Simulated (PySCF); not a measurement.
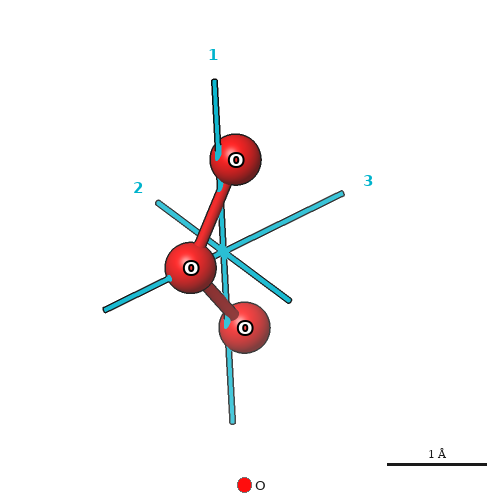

The three principal axes of inertia are drawn and numbered. Atoms fade into the background with distance from the viewer. The geometry was computed by an optimisation with PBE0-D3(BJ)/def2-SVP. No frequency run is at hand to confirm it as a minimum. Masses are those of the most abundant isotopes; constants are for the rigid equilibrium geometry.

Which line is the a axis (least moment of inertia), which b and which c?

a is line 1, b is line 3, c is line 2; the moments are 4.24, 36.0, 40.2 u Å².

What kind of rotor is it, and what are its rotational constants in cm⁻¹?

An asymmetric top (C2v): A = 3.98, B = 0.468, C = 0.419 cm⁻¹. Ray's parameter κ is −0.97, close to the prolate limit.
